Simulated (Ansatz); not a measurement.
FH2InOSi

| atom | x (Å) | y (Å) | z (Å) |
| --- | --- | --- | --- |
| F | 1.8066 | -0.4023 | 0.0669 |
| In | 1.6262 | 0.6984 | -3.3340 |
| O | -0.7805 | -0.6866 | -0.6151 |
| Si | 0.5687 | 0.2961 | -0.7715 |
| H | 0.1736 | 1.4979 | 0.0396 |
| H | -0.7587 | -1.5108 | -1.1087 |

Geometry: PBE0-D3(BJ)/def2-SVP; core potentials replace the inner electrons of In.

The calculation used isolated molecule in a Gaussian basis; Kohn-Sham density functional theory, functional PBE0 (Ansatz).

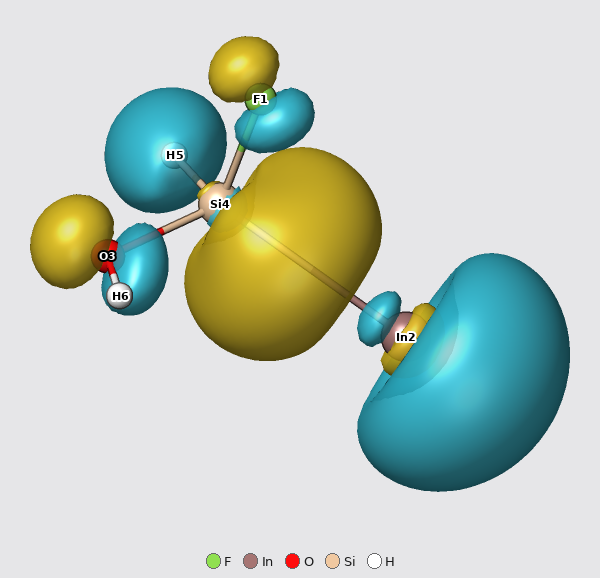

Figure 1. One frontier orbital at ±0.1 Å⁻³ᐟ² (yellow and cyan are the two phases), seen at a tilt.

**Which orbital is it: HOMO or LUMO?**

The HOMO, at −5.51 eV. It lies mainly on In2 (about 50 %), Si4 (about 30 %), H5 (about 5 %) and O3 (about 5 %).

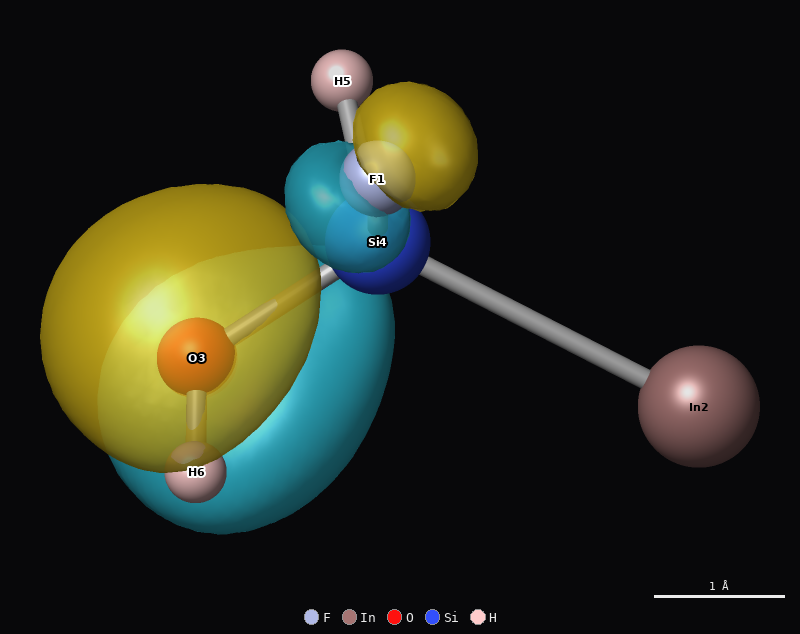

Figure 2. The HOMO−1 at ±0.1 Å⁻³ᐟ² (yellow and cyan are the two phases), seen across its widest extent.

**Describe this orbital and give its energy.**

It lies mainly on O3 (about 70 %); largely a lone pair of O3. Its energy is −9.37 eV.
